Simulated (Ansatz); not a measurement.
Take HfO2 (space group P4_2/nmc, No. 137; a = 3.568 Å, c = 5.167 Å) as the base. Axes: x, y, z lie along a, b, c of the conventional cell.

The change: compressive biaxial strain of 2.42 % in the plane normal to [001], as in epitaxy on a mismatched substrate; the out-of-plane cell vector and the atoms relax.

Calculations: PBEsol in Ansatz (plane waves to 420 eV, PAW, scalar-relativistic without spin-orbit coupling), earlier PAW set.

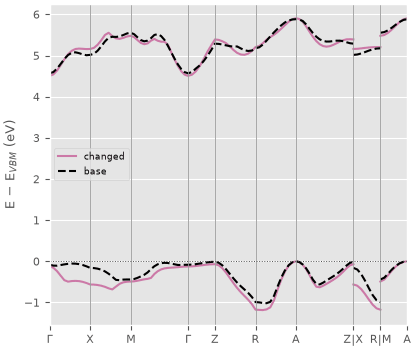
Fig. 1. Highest valence and lowest conduction band along the path, each from its own valence-band maximum

The gap is 4.51 eV, indirect, A → Γ; the base has 4.57 eV.

With Hf present, leaving out spin-orbit coupling can change the band edges. Whether these cells are dynamically stable was not tested. This is not the structure that HfO2 has at room temperature and ambient pressure.

Ansatz is an electronic-structure program.
